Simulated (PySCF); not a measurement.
**C8H7N (SMILES c1ccn2cccc2c1): density, localisation and related maps**

```yaml
atoms:
  - { symbol: C, position_ang: [2.1598, -0.3910, 0.0608] }
  - { symbol: C, position_ang: [1.9204, 1.0019, -0.0170] }
  - { symbol: C, position_ang: [0.6493, 1.4759, -0.0644] }
  - { symbol: N, position_ang: [-0.4016, 0.6157, -0.0388] }
  - { symbol: C, position_ang: [-1.7285, 0.8692, -0.0770] }
  - { symbol: C, position_ang: [-2.4039, -0.3318, -0.0295] }
  - { symbol: C, position_ang: [-1.4610, -1.3586, 0.0408] }
  - { symbol: C, position_ang: [-0.2073, -0.7653, 0.0353] }
  - { symbol: C, position_ang: [1.1081, -1.2585, 0.0864] }
  - { symbol: H, position_ang: [3.1759, -0.7514, 0.0990] }
  - { symbol: H, position_ang: [2.7504, 1.6892, -0.0387] }
  - { symbol: H, position_ang: [0.4113, 2.5278, -0.1237] }
  - { symbol: H, position_ang: [-2.1069, 1.8709, -0.1351] }
  - { symbol: H, position_ang: [-3.4702, -0.4482, -0.0444] }
  - { symbol: H, position_ang: [-1.6566, -2.4110, 0.0894] }
  - { symbol: H, position_ang: [1.2532, -2.3258, 0.1455] }
```

Geometry: GFN2-xTB.

These are results of PBE0/def2-SVPD, SCF density, gas phase in PySCF, not measurements.

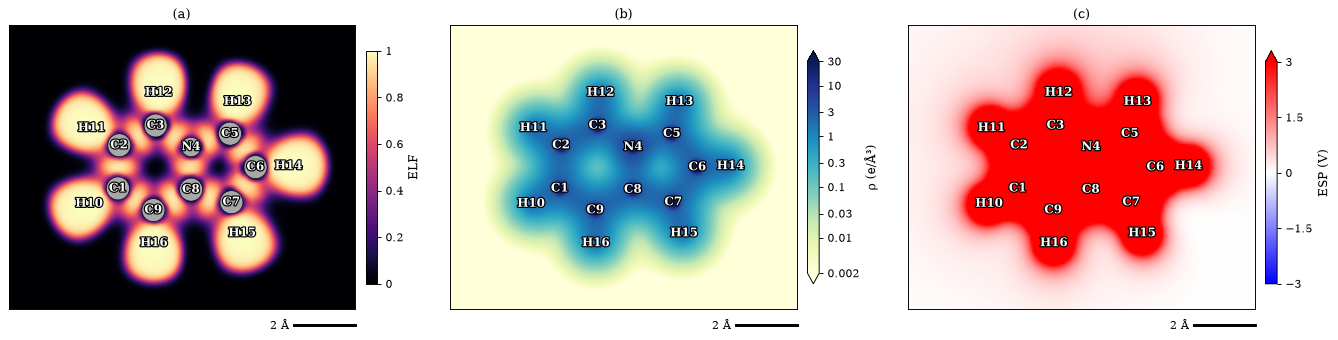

Figure 1. (a) electron localisation function; (b) electron density; (c) molecular electrostatic potential on the molecular plane. Grey discs cover the atomic cores in the ELF map.

> Read the bonding off the picture.

- The section cuts through C, N and H sites.
- C–N (1.35 Å): ρ is about 2.4 e/Å³ halfway, with its minimum of 2.1 e/Å³ about 0.5 Å from C; the ELF peaks at about 0.95 between the atoms; a covalent bond.
- C–C (1.36 Å): the density is about 2.2 e/Å³ at the midpoint; the ELF peaks at about 0.95 between the atoms, as expected for localised, covalent bonding.
- C–H (1.07 Å): the density is about 2 e/Å³ at the midpoint; the ELF climbs to about 1 towards the hydrogen, as it does in any bond to H; an ordinary covalent bond to hydrogen.
- C–N (1.40 Å): ρ is about 2.2 e/Å³ halfway; the ELF peaks at about 0.95 between the atoms (a covalent bond).
- C–C (1.41 Å): ρ at the midpoint is about 2 e/Å³; the ELF peaks at about 0.95 between the atoms (a covalent bond).
- The potential has no marked negative region in this plane.

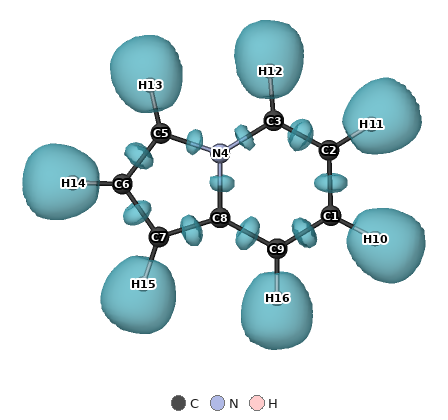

Figure 2. Isosurface of the ELF at 0.85 (cyan), seen across its widest extent. Core shells and regions of very low density are left out.

> Describe the localisation domains.

The surface consists of seven regions between bonded C–C atoms (shared pairs), three regions between bonded C–N atoms (shared pairs) and seven regions around hydrogen nuclei.

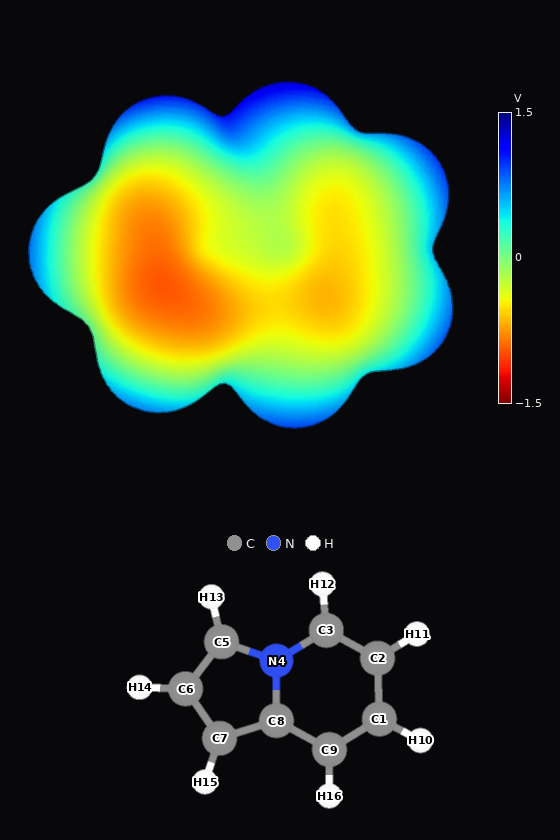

Figure 3. The molecular electrostatic potential painted on the density surface at 0.002 e/bohr³, seen across its widest extent; red is negative and blue positive. The bare structure is drawn below in the same view.

> Which sites attract a positive test charge, and which a negative one?

A positive charge is drawn to the negative regions and a negative charge to the positive ones. The most negative region (about −0.9 V) lies over the π face of C6 and C7, the most positive (about +1.3 V) over H12.
